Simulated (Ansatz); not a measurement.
## Geometry relaxation of SiPH$_{7}$O (part 2 of 2)

Continued. System: SiPH$_{7}$O. Method: RKS PBE0-D4/def2-SVP (Ansatz 0.2.0). The input holds or restrains some coordinates. Forces given for the steps count only the free coordinates. It belongs to a series of runs on one base structure; here: pulled along the bonds that form and break, towards end B.

Geometry of the input (Å):
```
Si 0.0000  0.0000  0.0000
O  0.0000  0.0000  2.0300
H  -0.9095  -0.2814  2.3671
H  1.3768  0.0000  -0.4862
H  -0.6877  1.1914  -0.4862
H  -0.6877  -1.1914  -0.4862
P  1.2944  -1.9656  0.7820
H  0.4981  -3.1353  0.6631
H  2.4646  -2.1080  -0.0096
H  0.6725  -1.0212  1.8891
```

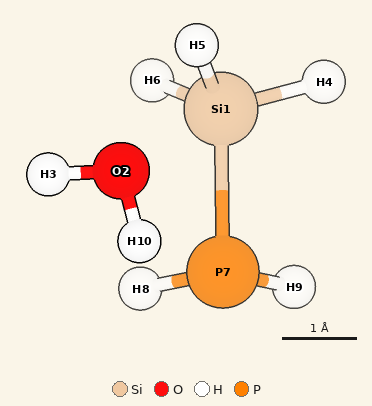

The geometry at step 10 of the log (ball-and-stick view, seen at a tilt; atoms are numbered from 1 in the order of the input).

**Trajectory as extended XYZ, continued**
```
10
Properties=species:S:1:pos:R:3:forces:R:3 step=2 energy=-19307.75359
Si    0.0422   -0.0648   -0.1076    0.3627  -0.6080   1.2289
O    -0.0058    0.0109    2.1663    0.0453  -0.9499  -1.7706
H    -0.9156   -0.2808    2.3730    0.4369   0.0575   0.1184
H     1.3960    0.0139   -0.5021    1.2995   1.3956  -1.3127
H    -0.6889    1.1941   -0.4771   -0.1983   0.3829   0.9921
H    -0.7066   -1.2013   -0.5011   -1.7087  -0.4128  -1.1240
P     1.3134   -2.0154    0.6484   -1.1220   0.2761   2.8610
H     0.4992   -3.1480    0.6572    0.2653  -0.7758  -0.4520
H     2.4832   -2.1156   -0.0233    1.1454  -0.5829  -0.8999
H     0.6044   -0.9045    2.0293   -0.5262   1.2174   0.3591
10
Properties=species:S:1:pos:R:3:forces:R:3 step=3 energy=-19307.54538
Si    0.0887   -0.1359   -0.2197   -0.2532   0.2254   1.2941
O    -0.0036    0.0171    2.2951   -0.5822   0.6552  -0.9767
H    -0.9194   -0.2853    2.3796    0.1030  -0.0858   0.2518
H     1.4238    0.0320   -0.5265    2.1468   1.4777  -1.7272
H    -0.6861    1.1899   -0.4606    0.2620  -0.3506   1.0477
H    -0.7339   -1.2145   -0.5216   -2.1867  -0.9141  -1.4397
P     1.3087   -2.0338    0.5357   -1.8606   0.9091   2.8937
H     0.5019   -3.1615    0.6488    0.2646  -0.8707  -0.4071
H     2.5052   -2.1258   -0.0420    1.7582  -0.6799  -1.0837
H     0.5362   -0.7938    2.1742    0.3481  -0.3663   0.1472
10
Properties=species:S:1:pos:R:3:forces:R:3 step=4 energy=-19307.80545
Si    0.1388   -0.2174   -0.3116   -0.4634   0.4623   0.9861
O    -0.0395    0.0703    2.4308   -0.6725   0.7189  -0.4941
H    -0.9373   -0.2832    2.3931   -0.0457   0.0188   0.2123
H     1.4837    0.0800   -0.5947    1.6007   1.3131  -1.5633
H    -0.6645    1.1582   -0.4198    0.5901  -0.8426   0.8754
H    -0.8042   -1.2357   -0.5785   -1.9268  -0.4756  -1.3001
P     1.2787   -2.0347    0.4225   -1.1881   0.5871   1.8324
H     0.5137   -3.1886    0.6359    0.3834  -0.5747  -0.2007
H     2.5454   -2.1474   -0.0635    1.0690  -0.5199  -0.3146
H     0.5067   -0.7130    2.3488    0.6533  -0.6874  -0.0335
10
Properties=species:S:1:pos:R:3:forces:R:3 step=5 energy=-19308.60832
Si    0.1718   -0.2808   -0.3406   -0.3331   0.3547  -0.0805
O    -0.0839    0.1221    2.4864    0.5188  -0.8865  -0.3386
H    -0.9566   -0.2859    2.4159   -0.0299   0.0406   0.1613
H     1.5230    0.1838   -0.7545    0.0823   0.3673  -0.9879
H    -0.6030    1.0778   -0.3202    0.4739  -0.6366   0.8925
H    -0.9376   -1.1989   -0.7146   -0.5061   0.2381  -0.8771
P     1.2593   -2.0397    0.4078   -0.2065   0.1432   1.5944
H     0.5569   -3.2398    0.6269    0.2563  -0.1794  -0.2374
H     2.5720   -2.1829   -0.0303    0.2554  -0.2508  -0.0841
H     0.5196   -0.6671    2.4862   -0.5110   0.8095  -0.0426
10
Properties=species:S:1:pos:R:3:forces:R:3 step=6 energy=-19309.37474
Si    0.1921   -0.3278   -0.3694   -0.3901   0.5196  -0.5656
O    -0.1080    0.1455    2.4505    0.5402  -1.0221   0.0968
H    -0.9688   -0.2936    2.4512   -0.0051   0.1068   0.1069
H     1.4977    0.2147   -0.9240   -0.4350  -0.1278  -0.7380
H    -0.5413    1.0046   -0.1530    0.3974  -0.5840   0.7554
H    -0.9868   -1.1439   -0.8678    0.2610   0.2929  -0.7255
P     1.2769   -2.0251    0.5285    0.2661  -0.0163   2.1738
H     0.5877   -3.2618    0.5882    0.1238   0.1097  -0.4959
H     2.5593   -2.2046   -0.0228   -0.2100  -0.1372  -0.3807
H     0.5127   -0.6194    2.5818   -0.5484   0.8584  -0.2271
10
Properties=species:S:1:pos:R:3:forces:R:3 step=7 energy=-19310.11880
Si    0.2190   -0.3800   -0.3851   -0.4681   0.8449  -0.9172
O    -0.1342    0.1708    2.4203    0.5875  -1.5663   0.7394
H    -0.9839   -0.2969    2.4780    0.1594   0.3025   0.0257
H     1.4666    0.2116   -1.0799   -0.7903  -0.4471  -0.3449
H    -0.4800    0.9229    0.0133    0.4272  -0.7150   0.3562
H    -0.9882   -1.1124   -1.0132    0.8098   0.3123  -0.3363
P     1.3141   -1.9987    0.7044    0.5232  -0.7403   1.3353
H     0.5987   -3.2529    0.5151    0.3033   0.7475  -0.3419
H     2.5130   -2.2136   -0.0761   -0.7660   0.0423  -0.0576
H     0.4965   -0.5625    2.6864   -0.7859   1.2192  -0.4586
10
Properties=species:S:1:pos:R:3:forces:R:3 step=8 energy=-19310.50293
Si    0.2694   -0.4423   -0.3762   -0.6018   1.2964  -1.3605
O    -0.1664    0.1784    2.4107    0.7529  -1.7662   1.4466
H    -0.9989   -0.3154    2.5176    0.2079   0.3667  -0.0483
H     1.4142    0.1605   -1.2362   -0.7405  -0.5221   0.1189
H    -0.4045    0.8149    0.1552    0.3734  -0.6331  -0.0522
H    -0.8991   -1.1182   -1.1388    0.8374   0.2149   0.1144
P     1.3454   -1.9675    0.8512    0.4628  -1.3946  -0.3789
H     0.5658   -3.1576    0.4173    0.5211   0.9452   0.2844
H     2.4133   -2.1791   -0.1475   -0.7480   0.1009   0.6186
H     0.4823   -0.4852    2.8100   -1.0652   1.3918  -0.7429
10
Properties=species:S:1:pos:R:3:forces:R:3 step=9 energy=-19310.73803
Si    0.2978   -0.4085   -0.3898   -0.4956   0.8574  -1.3304
O    -0.1821    0.1008    2.4197    0.4916  -1.1519   1.1843
H    -1.0213   -0.3762    2.5054    0.0925   0.1965   0.0296
H     1.3581    0.1230   -1.3441   -0.3267  -0.2213   0.0785
H    -0.3473    0.8213    0.1779    0.2176  -0.3230  -0.0341
H    -0.8091   -1.1156   -1.1654    0.3881   0.1499   0.1211
P     1.3955   -1.8919    0.8452    0.5937  -0.4537   0.4780
H     0.5663   -3.0083    0.5499   -0.1987  -0.0260   0.0402
H     2.3113   -2.2304   -0.1969    0.0030   0.0249   0.0162
H     0.4525   -0.5257    2.8612   -0.7655   0.9472  -0.5833
10
Properties=species:S:1:pos:R:3:forces:R:3 step=10 energy=-19310.82986
Si    0.3377   -0.3869   -0.4318   -0.3598   0.6064  -1.1342
O    -0.2462    0.0103    2.3849   -0.5012  -1.2949   1.3993
H    -1.0865   -0.4170    2.6864    0.9631   0.5723  -0.3390
H     1.3351    0.0961   -1.4462   -0.0381  -0.0290  -0.0319
H    -0.2765    0.8186    0.1733    0.1189  -0.0081   0.0067
H    -0.7452   -1.1037   -1.1867    0.0222   0.0093   0.0302
P     1.4456   -1.8353    0.8194    0.5580  -0.4046   0.6064
H     0.5173   -2.8991    0.6413   -0.0684  -0.0464   0.0311
H     2.3016   -2.2703   -0.2347   -0.0323  -0.0613  -0.0496
H     0.4385   -0.5242    2.8573   -0.6624   0.6564  -0.5191
10
Properties=species:S:1:pos:R:3:forces:R:3 step=11 energy=-19310.88542
Si    0.3815   -0.3550   -0.4817   -0.3595   0.3821  -0.9500
O    -0.3511   -0.1377    2.3259   -0.4159  -1.3478   2.2188
H    -1.1252   -0.4797    2.8639    1.2271   0.6218  -0.9992
H     1.3390    0.0872   -1.5419    0.0666   0.0195  -0.0767
H    -0.1832    0.8576    0.1401    0.0712   0.1401   0.0738
H    -0.7189   -1.0823   -1.1845   -0.0958  -0.0060  -0.0025
P     1.5067   -1.7609    0.7982    0.5437  -0.5762   0.4456
H     0.5122   -2.7874    0.7913    0.0165   0.0846   0.0328
H     2.2440   -2.3369   -0.2878   -0.0628   0.0214   0.0789
H     0.4164   -0.5165    2.8396   -0.9910   0.6603  -0.8215
10
Properties=species:S:1:pos:R:3:forces:R:3 step=12 energy=-19310.98995
Si    0.3948   -0.3404   -0.4827   -0.3234   0.4918  -0.8855
O    -0.4268   -0.2288    2.2942    0.2950  -0.5998   1.2279
H    -1.1632   -0.5746    2.8318    0.3743   0.1669  -0.3388
H     1.2928   -0.0056   -1.6410   -0.0268  -0.0023   0.0202
H    -0.0013    0.9387    0.1531    0.0494   0.0455  -0.0213
H    -0.7994   -1.0259   -1.0720   -0.0506   0.0563   0.1022
P     1.5588   -1.7103    0.8006    0.5018  -0.5986   0.3830
H     0.5595   -2.7267    0.8670   -0.0123   0.0532   0.0427
H     2.2350   -2.3307   -0.2958    0.0392  -0.0049   0.0600
H     0.3711   -0.5072    2.8079   -0.8467   0.3919  -0.5904
10
Properties=species:S:1:pos:R:3:forces:R:3 step=13 energy=-19311.04359
Si    0.4206   -0.3233   -0.4797   -0.4799   0.5088  -0.7462
O    -0.5055   -0.2874    2.2575    0.5492  -0.3195   0.8488
H    -1.2038   -0.6813    2.8012    0.1823   0.0457  -0.1668
H     1.2239   -0.1001   -1.7334   -0.0463   0.0005   0.0777
H     0.1798    1.0038    0.1453    0.0559   0.0216  -0.0572
H    -0.8734   -0.9476   -0.9035    0.0089   0.0762   0.0716
P     1.5985   -1.6808    0.8029    0.4953  -0.6185   0.4184
H     0.5970   -2.6925    0.9032    0.0101   0.0565   0.0035
H     2.2627   -2.3165   -0.2884    0.0798  -0.0417   0.0410
H     0.3216   -0.4857    2.7579   -0.8553   0.2705  -0.4910
10
Properties=species:S:1:pos:R:3:forces:R:3 step=14 energy=-19311.06340
Si    0.4103   -0.3122   -0.4660   -0.5718   0.7034  -0.7806
O    -0.5717   -0.3016    2.2400    0.4599  -0.4431   0.8967
H    -1.1974   -0.8485    2.7559    0.5597   0.3372  -0.3685
H     1.1580   -0.1874   -1.7715   -0.1454  -0.0014   0.0870
H     0.3316    1.0769    0.1093    0.0259  -0.2909  -0.1015
H    -0.9735   -0.8451   -0.7700    0.3384   0.1410   0.1113
P     1.6103   -1.6663    0.8038    0.3900  -0.6482   0.6114
H     0.6060   -2.6763    0.8830    0.0524  -0.0020   0.0284
H     2.3492   -2.3355   -0.2187   -0.0429   0.0820  -0.0451
H     0.2987   -0.4154    2.6974   -1.0663   0.1219  -0.4390
10
Properties=species:S:1:pos:R:3:forces:R:3 step=15 energy=-19311.10806
Si    0.4183   -0.3093   -0.4570   -0.3786   0.5576  -0.5652
O    -0.6193   -0.2810    2.2316    0.7336  -0.0305   0.4279
H    -1.1467   -0.9428    2.6915   -0.0215  -0.0650  -0.0146
H     1.0955   -0.2349   -1.7940   -0.0221   0.0031  -0.0019
H     0.4179    1.0685    0.1100    0.0169   0.0016  -0.0333
H    -0.9759   -0.7846   -0.6763   -0.0312  -0.0120  -0.0008
P     1.5934   -1.6746    0.8301    0.4419  -0.5428   0.5267
H     0.6108   -2.7053    0.8636    0.0005  -0.0311  -0.0134
H     2.3656   -2.2945   -0.1971   -0.0039   0.0078  -0.0097
H     0.2620   -0.3530    2.6607   -0.7356   0.1112  -0.3157
10
Properties=species:S:1:pos:R:3:forces:R:3 step=16 energy=-19311.09694 accepted=F
Si    0.4131   -0.2995   -0.4441   -0.3808   0.5789  -0.6215
O    -0.6216   -0.2522    2.2479    0.1605  -1.0756   0.8609
H    -1.0734   -1.0756    2.5651    0.6261   1.0728  -0.3902
H     1.0538   -0.2924   -1.8052   -0.0318  -0.0093   0.0629
H     0.4811    1.1021    0.0673   -0.0015  -0.0688  -0.0159
H    -0.9985   -0.7406   -0.6176   -0.0460   0.0209   0.0048
P     1.5460   -1.6741    0.8695    0.5393  -0.5791   0.4591
H     0.5935   -2.7365    0.8349   -0.0067   0.0379  -0.0323
H     2.3700   -2.2496   -0.1465   -0.0032  -0.0047   0.0447
H     0.2576   -0.2930    2.6917   -0.8560   0.0270  -0.3725
10
Properties=species:S:1:pos:R:3:forces:R:3 step=17 energy=-19311.11205
Si    0.4171   -0.3089   -0.4472   -0.4221   0.6151  -0.6291
O    -0.6238   -0.2640    2.2409    0.5397  -0.3204   0.5772
H    -1.1104   -1.0081    2.6312    0.1812   0.2507  -0.1577
H     1.0691   -0.2646   -1.7990   -0.0095  -0.0176   0.0151
H     0.4529    1.0821    0.0877    0.0102  -0.0133  -0.0091
H    -0.9892   -0.7603   -0.6432   -0.0201  -0.0081   0.0146
P     1.5724   -1.6751    0.8522    0.4681  -0.6014   0.5026
H     0.6011   -2.7193    0.8363    0.0096  -0.0035  -0.0021
H     2.3741   -2.2718   -0.1677    0.0009   0.0127   0.0134
H     0.2582   -0.3216    2.6720   -0.7580   0.0858  -0.3249
10
Properties=species:S:1:pos:R:3:forces:R:3 step=18 energy=-19311.11720
Si    0.4148   -0.3048   -0.4368   -0.4610   0.5378  -0.6309
O    -0.6469   -0.2634    2.2428    0.7099   0.0066   0.4118
H    -1.0784   -1.0524    2.5904    0.0079  -0.0117  -0.0035
H     1.0310   -0.3170   -1.8041   -0.0049   0.0037  -0.0119
H     0.5121    1.0929    0.0672    0.0075   0.0205   0.0119
H    -1.0102   -0.7178   -0.5798    0.0035   0.0041  -0.0055
P     1.5488   -1.6810    0.8699    0.4768  -0.6238   0.5246
H     0.6055   -2.7479    0.7797    0.0000   0.0150   0.0072
H     2.4041   -2.2334   -0.1301    0.0186   0.0143  -0.0022
H     0.2408   -0.2869    2.6641   -0.7581   0.0335  -0.3015
```
